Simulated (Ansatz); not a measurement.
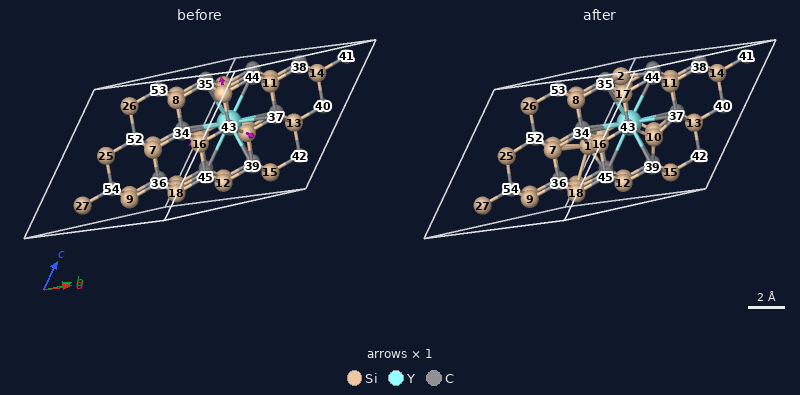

The structure of a defect cell of composition YSi27C26 (cell charge −1) before (left) and after (right) a relaxation, at one scale. The purple arrows give the displacements, at their true length.

A ball-and-stick model of the cell of the calculation (origin shifted), seen from a free direction.

The calculation used DFT, PBE, plane-wave PAW, default files, scalar-relativistic (Ansatz). Set-up: plane-wave cutoff 420 eV; k-point mesh 3 × 3 × 3; occupations fermi dirac; smearing width 0.01 eV; no spin polarisation; atoms relaxed in a fixed cell; force threshold 0.03 eV/Å; at most 40 steps.

Question: Summarise the run.

Answer: The largest moves, 0.76 Å, are those of Si atoms. By element the largest moves are Si 0.76 Å, C 0.06 Å. Y stays in place. The cell doesn't change. Near-neighbour distances that change, for instance: Si–Si 3.082 → 4.320 Å, Si–Y 1.887 → 2.646 Å, Si–Si 3.082 → 2.495 Å, C–Si 1.887 → 1.843 Å. Among the angles between lasting bonds that change: Si–C–Si 109.5° → 82.9°, C–Si–C 109.5° → 119.4°, Si–C–Si 109.5° → 118.2°. The energy falls by 17.346 eV per cell of the calculation in 5 accepted moves (6 points after the start). Largest force component: 8.2 eV/Å at the start, 0.018 eV/Å at the end. The line search rejected the trial step at point 5 of the run. The run took 2.8 min on 1 thread of Intel(R) Xeon(R) 6975P-C (Granite Rapids), with other jobs on the host, peak memory 1.2 GiB.

Limits of the set-up: the cell is charged, on a uniform background, and energies carry no finite-size correction.
